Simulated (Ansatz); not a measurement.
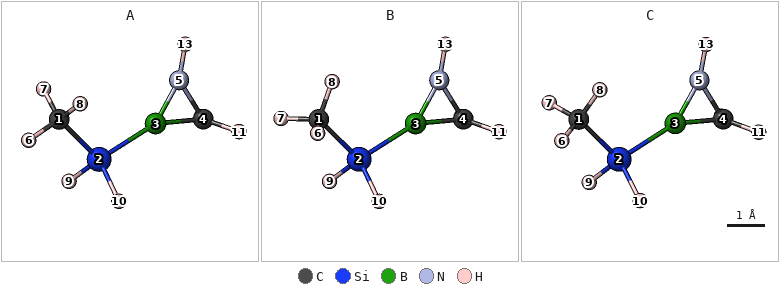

3 geometries from a converged minimum-energy path of C2H8BNSi, shuffled. A ball-and-stick model, seen at a tilt.

All numbers below come from RKS PBE0-D4/def2-mTZVP (Ansatz 0.2.0). Set-up: 7 movable images; climbing image; force threshold 0.03 eV/Å; iteration limit 46; starting path by image-dependent pair potential.

Q: Which of them lies highest in energy?

A: B. In order along the path, whose images run from 0 to 8: A (image 0, 0.000 eV), C (image 2, +0.027 eV), B (image 4, +0.056 eV). The motion is a rotation about the C–Si bond by about 120°. No bond forms or breaks between the ends.

The run took 2.8 min on 2 threads of Intel(R) Xeon(R) Platinum 8259CL CPU @ 2.50GHz (Skylake/Cascade Lake), with other jobs on the host, peak memory 0.3 GiB.
